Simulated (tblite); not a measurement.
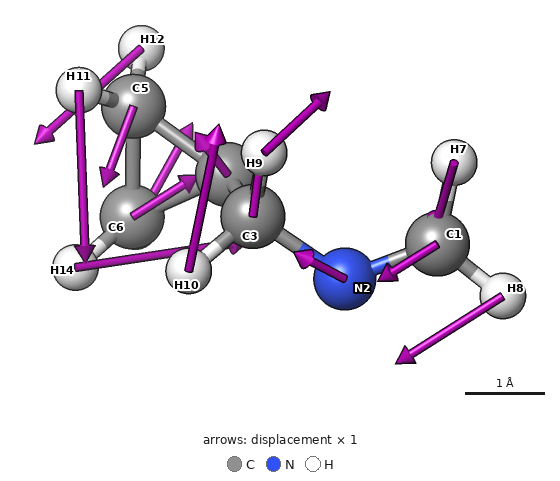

A relaxation of C₅H₈N (multiplicity 2). The starting structure is drawn; purple arrows show the displacements, at their true length. The two geometries are superimposed by the best rigid fit.

A ball-and-stick model, seen at a tilt.

The calculation used tblite, GFN2-xTB geometry optimisation, gas phase. 

**Atoms of which element are displaced furthest, and by how much?**

Hydrogen: up to 2.41 Å, against 1.14 Å for carbon.

**Describe the change and its energy.**

After 191 geometry steps the energy has fallen by 52.7 kJ/mol. An H atom moves most after the best rigid fit: 2.41 Å. Largest moves by element: H 2.41 Å, C 1.14 Å, N 0.89 Å. Some distances before and after: C–C 1.529 → 1.477 Å, C–C 1.516 → 1.464 Å, C–H 1.126 → 1.093 Å, C–C 1.496 → 1.463 Å. Bond angles that change, for instance: C–C–C 118.5° → 133.0°, C–C–C 119.4° → 133.6°, C–C–H 113.3° → 119.4°. Groups turn about C–C by about 140°. Cost: 1.2 s on 1 thread of Arm Neoverse N1, with other jobs on the host.
